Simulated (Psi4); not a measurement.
**Run report: CH4ClGeO, single-point calculation (part 2 of 2)**

Continued. System: CH4ClGeO, multiplicity 2. Method: CCSD/6-31G*, UHF (Psi4 1.11). A bond length was changed on purpose from its optimised value.

Geometry of the input (Å):
```
C  -0.3428  1.5204  -0.2281
Ge -1.0743  -0.2682  0.0905
O  0.7146  -1.5046  0.8800
Cl -1.6599  -1.1468  -1.8216
H  0.0067  1.9377  0.7159
H  0.4941  1.4079  -0.9198
H  -1.1076  2.1615  -0.6631
H  0.5846  -2.4532  0.7971
```

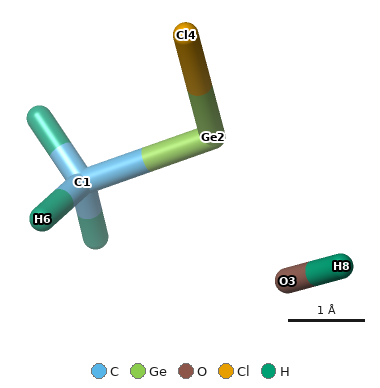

Fig. 1: The structure (stick view, seen at a tilt; atoms are numbered from 1 in the order of the input). Sticks mark near contacts.

### Log, continued
```
      Number of irreps:                  1
      Integral cutoff                 1.00e-12
      Number of functions per irrep: [  86 ]

 OEINTS: Overlap, kinetic, potential, dipole, and quadrupole integrals
         stored in file 35.

      Computing two-electron integrals...done
      Computed 5986265 non-zero two-electron integrals.
        Stored in file 33.

	Wfn Parameters:
	--------------------
	Wavefunction         = CCSD
	Number of irreps     = 1
	Number of MOs        = 86
	Number of active MOs = 70
	AO-Basis             = NONE
	Semicanonical        = false
	Reference            = UHF
	Print Level          = 1

	IRREP	# MOs	# FZDC	# DOCC	# SOCC	# VIRT	# FZVR
	-----	-----	------	------	------	------	------
	 A	   86	    16	    17	    1	    52	    0
	Transforming integrals...
	IWL integrals will be deleted.
	(OO|OO)...
	Presorting SO-basis two-electron integrals.
	Sorting File: SO Ints (nn|nn) nbuckets = 1
	Constructing frozen core operators
	Starting AA/AB first half-transformation.
	Sorting AA/AB half-transformed integrals.
	Starting BB first half-transformation.
	Sorting BB half-transformed integrals.
	First half integral transformation complete.
	Starting AA second half-transformation.
	Starting AB second half-transformation.
	Starting BB second half-transformation.
	Two-electron integral transformation complete.
	(OO|OV)...
	Starting AA second half-transformation.
	Starting AB second half-transformation.
	Starting BB second half-transformation.
	Two-electron integral transformation complete.
	(OO|VV)...
	Starting AA second half-transformation.
	Starting AB second half-transformation.
	Starting BB second half-transformation.
	Two-electron integral transformation complete.
	(OV|OO)...
	Starting AA/AB first half-transformation.
	Sorting AA/AB half-transformed integrals.
	Starting BB first half-transformation.
	Sorting BB half-transformed integrals.
	First half integral transformation complete.
	Starting AA second half-transformation.
	Starting AB second half-transformation.
	Starting BB second half-transformation.
	Two-electron integral transformation complete.
	(OV|OV)...
	Starting AA second half-transformation.
	Starting AB second half-transformation.
	Starting BB second half-transformation.
	Two-electron integral transformation complete.
	(OV|VV)...
	Starting AA second half-transformation.
	Starting AB second half-transformation.
	Starting BB second half-transformation.
	Two-electron integral transformation complete.
	(VV|OO)...
	Starting AA/AB first half-transformation.
	Sorting AA/AB half-transformed integrals.
	Starting BB first half-transformation.
	Sorting BB half-transformed integrals.
	First half integral transformation complete.
	Starting AA second half-transformation.
	Starting AB second half-transformation.
	Starting BB second half-transformation.
	Two-electron integral transformation complete.
	(VV|OV)...
	Starting AA second half-transformation.
	Starting AB second half-transformation.
	Starting BB second half-transformation.
	Two-electron integral transformation complete.
	(VV|VV)...
	Starting AA second half-transformation.
	Starting AB second half-transformation.
	Starting BB second half-transformation.
	Two-electron integral transformation complete.
	Frozen core energy     =  -2755.23067412044520

	Size of irrep 0 of <AB|CD> integrals:      1.758 (MW) /     14.066 (MB)
	Total:                                     1.758 (MW) /     14.066 (MB)

	Size of irrep 0 of <ab|cd> integrals:      1.899 (MW) /     15.191 (MB)
	Total:                                     1.899 (MW) /     15.191 (MB)

	Size of irrep 0 of <Ab|Cd> integrals:      7.596 (MW) /     60.764 (MB)
	Total:                                     7.596 (MW) /     60.764 (MB)

	Size of irrep 0 of <IA|BC> integrals:      2.531 (MW) /     20.248 (MB)
	Total:                                     2.531 (MW) /     20.248 (MB)

	Size of irrep 0 of <ia|bc> integrals:      2.531 (MW) /     20.247 (MB)
	Total:                                     2.531 (MW) /     20.247 (MB)

	Size of irrep 0 of <Ia|Bc> integrals:      2.629 (MW) /     21.034 (MB)
	Total:                                     2.629 (MW) /     21.034 (MB)

	Size of irrep 0 of <iA|bC> integrals:      2.436 (MW) /     19.490 (MB)
	Total:                                     2.436 (MW) /     19.490 (MB)

	Size of irrep 0 of tIjAb amplitudes:       0.843 (MW) /      6.747 (MB)
	Total:                                     0.843 (MW) /      6.747 (MB)

	Nuclear Rep. energy          =    339.88161228303380
	SCF energy                   =  -2649.59672264955043
	One-electron energy          =   -435.02820270271650
	Two-electron (AA) energy     =     48.11410108882776
	Two-electron (BB) energy     =     43.57905265586776
	Two-electron (AB) energy     =    109.08738814588301
	Two-electron energy          =    200.78054189057855
	Reference energy             =  -2649.59672264954952

	total time  =          4 seconds =       0.07 minutes
            **************************
            *                        *
            *        CCENERGY        *
            *                        *
            **************************

    Nuclear Rep. energy (wfn)     =  339.881612283033803
    SCF energy          (wfn)     = -2649.596722649550429
    Reference energy    (file100) = -2649.596722649549520

    Input parameters:
    -----------------
    Wave function   =     CCSD
    Reference wfn   =     UHF
    Brueckner       =     No
    Memory (Mbytes) =     2200.0
    Maxiter         =    100
    R_Convergence   =     1.0e-07
    E_Convergence   =     1.0e-09
    Restart         =     Yes
    DIIS            =     Yes
    AO Basis        =     NONE
    ABCD            =     NEW
    Cache Level     =     2
    Cache Type      =     LRU
    Print Level     =     1
    Num. of threads =     1
    # Amps to Print =     10
    Print MP2 Amps? =     No
    Analyze T2 Amps =     No
    Print Pair Ener =     No
    Local CC        =     No
    SCS-MP2         =     False
    SCSN-MP2        =     False
    SCS-CCSD        =     False

MP2 correlation energy -0.6585610478923490
                Solving CC Amplitude Equations
                ------------------------------
  Iter             Energy              RMS        T1Diag      D1Diag    New D1Diag    D2Diag
  ----     ---------------------    ---------   ----------  ----------  ----------   --------
     0        -0.658561047892349    0.000e+00    0.000000    0.000000    0.000000    0.000000
     1        -0.666432204415084    1.199e-01    0.016958    0.000000    0.000000    0.000000
     2        -0.689232956353752    5.018e-02    0.022514    0.000000    0.000000    0.000000
     3        -0.696427058040203    3.978e-02    0.031607    0.000000    0.000000    0.000000
     4        -0.697911380388741    2.412e-02    0.040486    0.000000    0.000000    0.000000
     5        -0.698862254362086    1.393e-02    0.046155    0.000000    0.000000    0.000000
     6        -0.699293272354684    7.080e-03    0.048413    0.000000    0.000000    0.000000
     7        -0.699539091947967    3.867e-03    0.049495    0.000000    0.000000    0.000000
     8        -0.699650791751245    1.979e-03    0.049930    0.000000    0.000000    0.000000
     9        -0.699626790412562    8.758e-04    0.050022    0.000000    0.000000    0.000000
    10        -0.699630636661563    4.371e-04    0.050073    0.000000    0.000000    0.000000
    11        -0.699628967879400    2.665e-04    0.050083    0.000000    0.000000    0.000000
    12        -0.699630805696790    1.803e-04    0.050079    0.000000    0.000000    0.000000
    13        -0.699631244895252    1.287e-04    0.050075    0.000000    0.000000    0.000000
    14        -0.699629325673369    8.499e-05    0.050073    0.000000    0.000000    0.000000
    15        -0.699629476739746    5.414e-05    0.050075    0.000000    0.000000    0.000000
    16        -0.699631132728309    2.708e-05    0.050080    0.000000    0.000000    0.000000
    17        -0.699633056982967    1.853e-05    0.050085    0.000000    0.000000    0.000000
    18        -0.699634578227721    1.118e-05    0.050088    0.000000    0.000000    0.000000
    19        -0.699634973119323    6.433e-06    0.050091    0.000000    0.000000    0.000000
    20        -0.699635126334124    3.752e-06    0.050091    0.000000    0.000000    0.000000
    21        -0.699635256551935    2.221e-06    0.050092    0.000000    0.000000    0.000000
    22        -0.699635262146884    1.102e-06    0.050092    0.000000    0.000000    0.000000
    23        -0.699635280066413    5.924e-07    0.050092    0.000000    0.000000    0.000000
    24        -0.699635266271264    2.965e-07    0.050092    0.000000    0.000000    0.000000
    25        -0.699635255946550    1.498e-07    0.050092    0.000000    0.000000    0.000000
    26        -0.699635256565823    4.822e-08    0.050092    0.000000    0.000000    0.000000
    27        -0.699635256663858    2.591e-08    0.050092    0.000000    0.000000    0.000000

    Iterations converged.

    Largest TIA Amplitudes:
             12   0         0.1066036134
              8   0        -0.0559591429
             11   0        -0.0471708828
             13   0        -0.0394820238
             13   1        -0.0323681809
             12   9        -0.0250697836
             13   2         0.0249426852
             12   5         0.0190383175
              8   2         0.0189948421
              9   1        -0.0181242671

    Largest Tia Amplitudes:
             16   1        -0.1550243613
             16   0        -0.1310263747
             12   0        -0.0537799364
             13   0         0.0522888182
             16   2        -0.0470613170
             16  33         0.0259119840
             16   7        -0.0255932405
             16  10        -0.0250589955
             16  16        -0.0204270415
             12   2        -0.0203955027

    Largest TIJAB Amplitudes:
     16  15  27  26        -0.0197438332
     13  12  42  41         0.0114419977
     16  14  27  26         0.0095855170
     16  15  17  16        -0.0092909572
     11  10  20   5        -0.0085841238
     13   9  39  23         0.0085811876
     13  12  29  28         0.0081916867
     16  15  26  24         0.0078458102
     16  15  26  25         0.0078451793
     17  16  27  26         0.0078405098

    Largest Tijab Amplitudes:
     16  12   1   0         0.0239375741
     16  13   1   0        -0.0223938798
     16  14   1   0         0.0158882978
     15  14  28  27         0.0151777393
     16  13   2   1         0.0124664727
     15  12  28  27        -0.0106161402
     16  12   2   1        -0.0104349524
     15  14  27  25        -0.0093789346
     16   9   7   0        -0.0092632098
     16   9   2   0        -0.0092224222

    Largest TIjAb Amplitudes:
     12  16   0   1        -0.0647114464
     12  16   0   0        -0.0564304014
      8  16   0   1         0.0310552672
     13  16   0   1         0.0221369826
     15  15  26  27        -0.0213938394
      8   8   0   1         0.0209199359
     11  16   0   1         0.0207097530
     12  16   0   2        -0.0198977504
     16  14  26  27        -0.0195102555
      8  16   0   0         0.0191821743

    SCF energy       (wfn)                    = -2649.596722649550429
    Reference energy (file100)                = -2649.596722649549520

    Opposite-spin MP2 correlation energy      =   -0.471837837599993
    Same-spin MP2 correlation energy          =   -0.186723210292356
    Singles MP2 correlation energy            =   -0.000000000000000
    MP2 correlation energy                    =   -0.658561047892349
      * MP2 total energy                      = -2650.255283697441882

    Opposite-spin CCSD correlation energy     =   -0.527737199997794
    Same-spin CCSD correlation energy         =   -0.171898056666065
    Singles CCSD correlation energy           =    0.000000000000000
    CCSD correlation energy                   =   -0.699635256663858
      * CCSD total energy                     = -2650.296357906213416

    Psi4 run time: 0:00:51.74
```

### Key numbers

- outcome: converged
- total energy: −2650.296358 hartree
- SCF energy: −2649.596723 hartree
- MP2 energy: −2650.255284 hartree
- CCSD energy: −2650.296358 hartree
- correlation energy: −0.699635 hartree
- basis functions: 86
- T1 diagnostic: 0.050
- ⟨S²⟩: 0.945
- wall time: 53 s
- peak memory: 0.49 GiB

### Remarks

Further notes kept with the run: large T1; spin contaminated. ⟨S²⟩ is 0.95 against 0.75 for a pure state: the solution is spin-contaminated.
